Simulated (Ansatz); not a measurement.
Electronic density of states of amorphous Al45O72H9, density 3.27 g/cm³, on a 2×2×2 Γ-centred mesh with a Gaussian width of 0.1 eV; energies count from the Fermi level, whose place inside the gap is arbitrary. Cell and mesh are small, so fine structure isn't converged. All values below come from PBE, scalar-relativistic without spin-orbit coupling (plane waves to 420 eV, PAW; Ansatz, a program for electronic structure). Sampling: a 2×2×2 Γ-centred mesh; Fermi-Dirac width 0.02 eV; no spin polarisation. At PBE the levels at the filled edge of the gap are localised (band-tail or defect states), and the nearest spread-out levels lie 4.4 eV apart at the zone centre.

A CHGNet melt-quench gave the starting glass, which DFT then relaxed. O atoms were pushed apart under 1.9 Å during the dynamics, to hinder bonds among them. The hot cell started wider than the set density and was brought back towards it in steps. It is the lowest in DFT energy of 2 quenches. It is a model cell: composition and starting density were chosen by hand, and all elements were melted together. No dispersion term was used. Its density started from a set value of 3.27 and ended at 3.27 g/cm³. The quench (nominally 190 K/ps over its main leg) was far faster than any real one, so the model tends to hold more defects than a real film. A cell of this size samples the disorder only roughly. The volume was held where the preparation left it and the shape relaxed, at a PBE pressure of 2.8 GPa. Stress components on the final sampling reach 2.8 GPa.

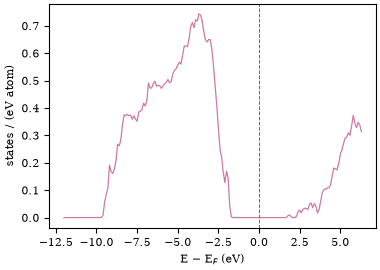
Density of states per atom

The level gap on this mesh is 3.74 eV; the broadening fills part of it in the curve.
